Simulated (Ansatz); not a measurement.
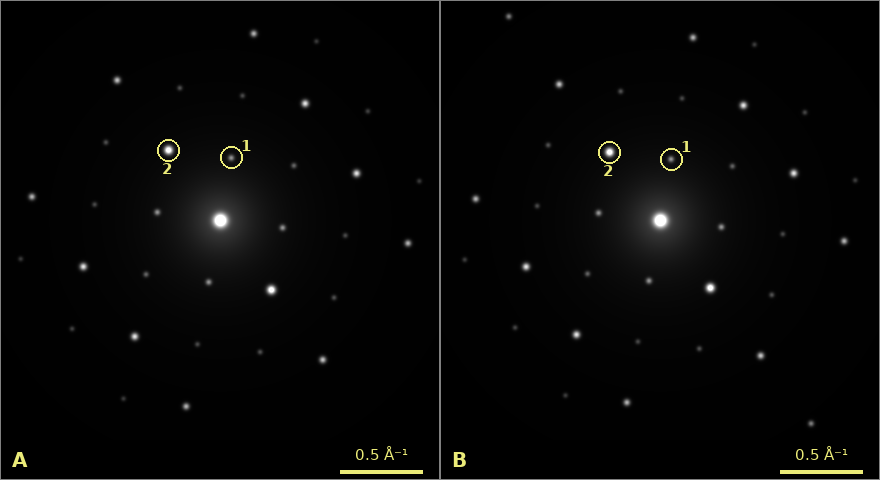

Kinematic electron diffraction patterns (300 kV, B = 0.5 Å², same scale) along [100] of the run's own cell, for the start and the end of one relaxation of Cu2Rh with DFT PBE, scalar-relativistic, plane waves, PAW (Ansatz). k mesh 24×24×24. The start is a generated model structure, and the relaxation ends in the nearest stationary point of its symmetry, not necessarily the ground state. Spot 1 is 0 -1 0 and spot 2 is 0 0 -1 in both.

Start structure:

```
CELL_PARAMETERS angstrom
-1.36359 1.36359 5.15596
1.36359 -1.36359 5.15596
1.36359 1.36359 -5.15596
ATOMIC_POSITIONS crystal
Cu 0.67182 0.67182 0.00000
Cu 0.32818 0.32818 0.00000
Rh 0.00000 0.00000 0.00000
```

> Which pattern belongs to the start structure, and which to the relaxed one?

B is the start: its cell gives d(1) = 2.637 Å, d(2) = 1.928 Å and an angle of 46.9°. A is the relaxed structure, with d(1) = 2.581 Å (-2.1 %), d(2) = 1.879 Å (-2.6 %) and 46.6°.

> Summarise the relaxation behind the change.

The volume changed by +0.0 % to 12.78 Å³ an atom; the fractional coordinates hardly changed; the space group stayed I4/mmm (No. 139); the free energy fell by 4.2 meV an atom. Relaxed cell: a = 5.749 Å, b = 5.749 Å, c = 5.749 Å, α = 153.28°, β = 153.28°, γ = 38.14°.
